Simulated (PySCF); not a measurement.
# [MoH3]+: triplet, from a PBE0 minimum start

The task is one start of a wider search on [MoH3]+: the triplet, from a PBE0 minimum start. It is relaxed, tested by its Hessian and followed downhill if it is a saddle.

The runs use PySCF 2.14.0; PBE0, basis Mo def2-TZVP with ECP28, H def2-TZVP, scalar-relativistic core potentials, no spin–orbit coupling, density fitting.

**1. Where the work starts**

4 atoms, charge 1, spin multiplicity 3.

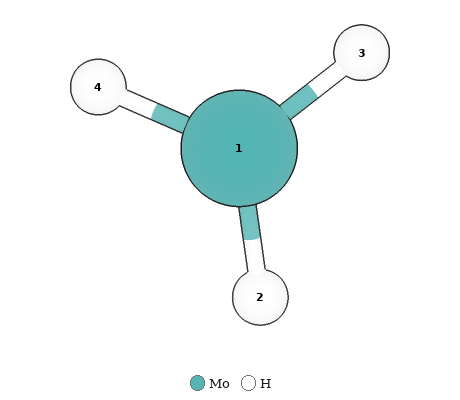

As it starts; molybdenum teal, hydrogen white; atoms are numbered from 1 in the order of the file.

```xyz
4
charge 1 multiplicity 3
Mo    0.0000    0.0000    0.0104
H     1.6151    0.0000   -0.3367
H    -0.8076    1.3988   -0.3367
H    -0.8076   -1.3988   -0.3367
```

**2. First SCF at the start**

The steps below are one call of a driver around PySCF. For each, scf.py gives the equivalent set-up of the SCF; relaxations use the driver's own optimiser. After this first run the driver tries any further starts and a stability analysis.

scf.py

```python
from pyscf import gto, scf, dft
mol = gto.M(atom='''
Mo     0.000000     0.000000     0.010399
H      1.615142    -0.000001    -0.336738
H     -0.807570     1.398755    -0.336738
H     -0.807572    -1.398754    -0.336738''',
    basis={'Mo': 'def2-TZVP', 'H': 'def2-TZVP'},
    ecp={'Mo': 'def2-TZVP'},
    charge=1, spin=2)
mf = dft.UKS(mol, xc='PBE0')
mf.grids.atom_grid = (50, 194)
aux = {'Mo': 'def2-universal-JKFIT', 'H': 'def2-universal-JKFIT'}
mf = mf.density_fit(auxbasis=aux)
mf.conv_tol = 1e-08
mf.diis_space = 10
mf.max_cycle = 60
mf.init_guess = 'minao'
mf.verbose = 4
mf.kernel()
```

On the command line:

```bash
> OMP_NUM_THREADS=2 python axn.py task.json out
```

Log:

```text
init E= -63.2565122081432
[... the frontier-level lines of each cycle are left out ...]
cycle= 1 E= -69.5303330931079  delta_E= -6.27  |g|= 0.209  |ddm|= 2.49
cycle= 2 E= -69.5251375261313  delta_E= 0.0052  |g|= 0.234  |ddm|= 0.329
cycle= 3 E= -69.5493206618807  delta_E= -0.0242  |g|= 0.0655  |ddm|= 0.218
cycle= 4 E= -69.5521112739322  delta_E= -0.00279  |g|= 0.0173  |ddm|= 0.0589
cycle= 5 E= -69.5523763310599  delta_E= -0.000265  |g|= 0.00668  |ddm|= 0.0188
cycle= 6 E= -69.5525109532758  delta_E= -0.000135  |g|= 0.00293  |ddm|= 0.0188
cycle= 7 E= -69.5525548159557  delta_E= -4.39e-05  |g|= 0.000984  |ddm|= 0.0144
cycle= 8 E= -69.5525579906337  delta_E= -3.17e-06  |g|= 0.00018  |ddm|= 0.00406
cycle= 9 E= -69.5525581630651  delta_E= -1.72e-07  |g|= 2.6e-05  |ddm|= 0.00104
cycle= 10 E= -69.5525581648897  delta_E= -1.82e-09  |g|= 1.41e-05  |ddm|= 8.91e-05
Extra cycle  E= -69.5525581649406  delta_E= -5.09e-11  |g|= 1.59e-05  |ddm|= 2.56e-05
converged SCF energy = -69.5525581649406  <S^2> = 2.0316247  2S+1 = 3.0210096
```

This step, with its further starts and checks, took 5.6 s on 2 threads of Arm Neoverse V2, shared host.

The starts that the driver tried:

```csv
start,energy (Eh)
the minimal-basis guess,-69.552558
a thermally smeared density,-69.552558
a smeared PBE density,-69.552558
```

The test of internal stability and the other starts found no lower solution of this spin.

**3. PBE0 minimum start, triplet: relaxation**

The program finds C3v symmetry in the start, which this walk keeps. The walk stops when the largest gradient is under 0.0003 Eh/bohr and the energy has settled too.

Edit scf.py of step 2 so:

```diff
@@ -3 +3 @@
-Mo     0.000000     0.000000     0.010399
+Mo     0.000000    -0.000000     0.010399
@@ -17 +16,0 @@
-mf.init_guess = 'minao'
```

The optimiser's trace:

```csv
step,energy (Eh),change (kJ/mol),largest symmetric gradient (Eh/bohr)
0,-69.552558,0.00,0.00001
```

The walk took 0.7 s.

End point (C3v, 0 steps, 0.0 kJ/mol gained): Mo–H 1.652 Å (×3); H–Mo–H 115.7° (×3).

**4. Vibrations and properties at this point**

On the finer grid the gradient is checked again; gradients at displacements of ±0.02 bohr then give force constants and infrared intensities.

Edit scf.py of step 3 so:

```diff
@@ -3 +3 @@
-Mo     0.000000    -0.000000     0.010399
+Mo    -0.000000    -0.000000     0.010399
@@ -11 +11 @@
-mf.grids.atom_grid = (50, 194)
+mf.grids.atom_grid = (75, 302)
@@ -14 +14 @@
-mf.conv_tol = 1e-08
+mf.conv_tol = 1e-10
```

The driver hands on the density of the step before, so the log starts near convergence.

Log of the central SCF (cycles and frontier levels):

```text
init E= -69.552560855856
[... the frontier-level lines of each cycle are left out ...]
cycle= 1 E= -69.5525608558571  delta_E= -1.12e-12  |g|= 2.09e-06  |ddm|= 3.31e-06
Extra cycle  E= -69.5525608558563  delta_E= 8.24e-13  |g|= 2.81e-06  |ddm|= 3.7e-06
converged SCF energy = -69.5525608558563  <S^2> = 2.0316324  2S+1 = 3.0210147
```

The whole step took 14 s.

Geometry: C3v; Mo–H 1.652 Å (×3); H–Mo–H 115.7° (×3).

Modes, for the most abundant isotopes:

```json
{"symmetry": "a1", "ω (cm⁻¹)": "366", "IR (km/mol)": "96.6", "μ (u)": "1.04", "type": "bend"}
{"symmetry": "e", "ω (cm⁻¹)": "872", "IR (km/mol)": "43.6", "μ (u)": "1.02", "type": "bend"}
{"symmetry": "a1", "ω (cm⁻¹)": "2021", "IR (km/mol)": "0.6", "μ (u)": "1.01", "type": "stretch"}
{"symmetry": "e", "ω (cm⁻¹)": "2022", "IR (km/mol)": "64.9", "μ (u)": "1.02", "type": "stretch"}
```

No imaginary mode, so this is a minimum.

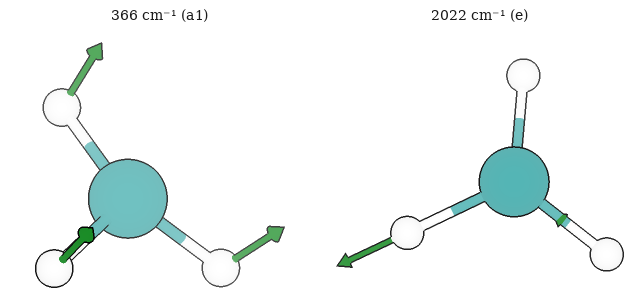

Displacements of 2 of the modes, as arrows (one member where a mode is degenerate).

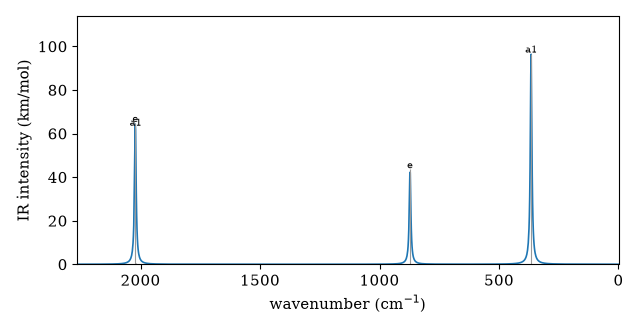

The harmonic infrared spectrum (widths in cm⁻¹). Lines are broadened to a width of 8 cm⁻¹ (Lorentzian).

Properties at this point:

| Item | Value |
| --- | --- |
| Dipole moment about the centre of mass | 1.00 D |
| Highest occupied level | -14.72 eV |
| Lowest empty level | -10.94 eV |
| Rotational constants | 3.923, 3.923, 2.137 cm⁻¹ |
| Zero-point energy | 48.9 kJ/mol |
| Principal polarisabilities | 18.5, 38.5, 38.5 bohr³ |
| Principal traceless quadrupole moments about the centre of mass | -1.79, -1.79, 3.59 D Å |
| Entropy at 298.15 K and 1 bar (electronic part: spin only) | 241.5 J/(mol K) |
| Heat capacity Cp at 298.15 K | 44.4 J/(mol K) |
| Enthalpy at 298.15 K above 0 K | 11.14 kJ/mol |
| Rotational symmetry number | 3 |
| Spin squared ⟨S²⟩ | 2.032 |

Charges (e) and bond orders:

```tsv
atom	Mulliken	Löwdin	polar tensor	spin (Mulliken)	Mayer order to Mo1
Mo1	0.79	0.86	1.44	2.32	–
H2,3,4	0.07	0.05	-0.15	-0.11	0.98
```

Mulliken populations on Mo1 (outside its core potential): s 2.56, p 6.23, d 4.41, f 0.01.

**5. What came out**

```
                                          quantity                                   value
                                           minimum                            triplet, C3v
                                          geometry   Mo–H 1.652 Å (×3); H–Mo–H 115.7° (×3)
                                wavenumbers (cm⁻¹)  366 (a1), 872 (e), 2021 (a1), 2022 (e)
                    dipole moment (centre of mass)                                  1.00 D
highest occupied, lowest empty level (either spin)                       -14.72, -10.94 eV
                        polar-tensor charge of Mo1                                 +1.44 e
                                 zero-point energy                             48.9 kJ/mol
                               entropy at 298.15 K                         241.5 J/(mol K)
                                              ⟨S²⟩                                   2.032
```

The PBE0 minimum start keeps its C3v symmetry and ends in a minimum. The strongest infrared band lies at 366 cm⁻¹ (a1, bend). Most of the spin sits on Mo1 (Mulliken spin 2.32, against 2 for the whole molecule). Only this shape and spin were tried, so other structures or states may lie lower. Open d and f shells are described by one determinant, and the ground state may have another occupation or spin.

The search up to here took 21 s.
